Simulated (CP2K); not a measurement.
Consider cyclohexane at its PBE geometry (Å).

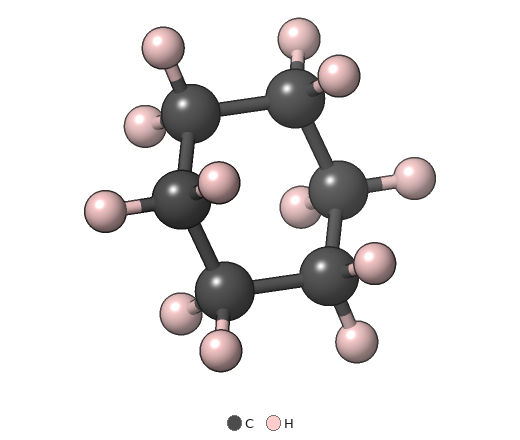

The molecule (carbon dark grey, hydrogen pink).

```xyz
18

C    -0.6811    1.1344   -0.6708
C     0.7562    1.2690   -0.1498
C     1.4767   -0.0857   -0.1183
C     0.6811   -1.1344    0.6708
C    -0.7562   -1.2690    0.1498
C    -1.4767    0.0857    0.1183
H    -0.6551    0.8438   -1.7357
H    -1.1923    2.1087   -0.6281
H     1.3190    1.9834   -0.7705
H     0.7345    1.6923    0.8696
H     1.6219   -0.4437   -1.1527
H     2.4830    0.0301    0.3136
H     1.1923   -2.1087    0.6281
H     0.6551   -0.8438    1.7357
H    -1.3190   -1.9834    0.7705
H    -0.7345   -1.6923   -0.8696
H    -1.6219    0.4437    1.1527
H    -2.4830   -0.0301   -0.3136
```

Method: CP2K XAS_TDP, all-electron GAPW, PBEh(45%), aug-cc-pVDZ, TDA, no relativity.

Question: Predict the bright core excitations at the C K edge.

Leading lines: C1 283.63 eV. The leading line of an atom is its first one with 35 % of the strongest within 2.5 eV of its lowest line over the strength cut. 

The first six lines of each atom with a strength over 0.0015:

```tsv
atom	energy (eV)	states	strength, one atom
C1 (bonded to 2 C and 2 H), 6 alike	283.63	1	0.0095
	284.10	1	0.0150
	284.69	1	0.0016
	285.17	1	0.0070
	286.08	1	0.0069
	286.18	1	0.0045
```

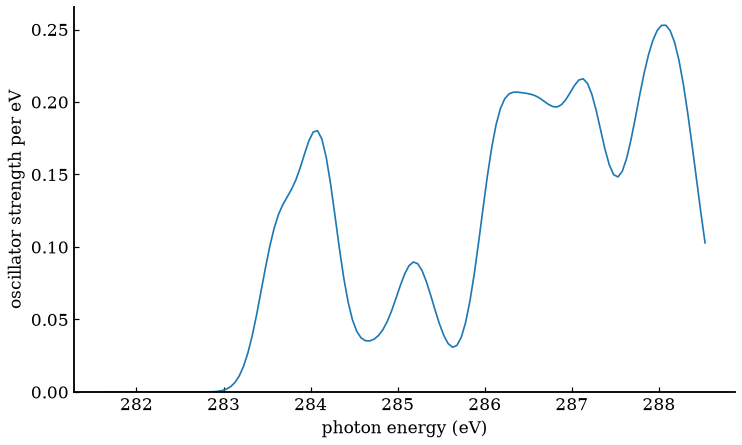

All atoms added, broadened by 0.5 eV.

Lines are vertical, at one geometry, with no vibrational structure. Without a correction of the core level, line positions, and the gaps between valence and Rydberg lines, follow the share of exact exchange. At this level such K lines come out 3 to 6 eV under measured ones. These values hold no scalar relativity, about 0.1 eV for C 1s. Rydberg lines, and the discretised continuum above threshold, depend on the basis and the box.

[Banner, clock and machine lines of the logs are left out without a mark of their own.]

[Logs are printed without paths, hosts, clocks, repeated set-up lines and the standing remarks that a program may print on its own settings, such as how far it seeks lower states.]

[Hosts, paths, dates, database ids (printed as entryN), source tags and the programs' standing remarks are cut or masked in the printed files.]
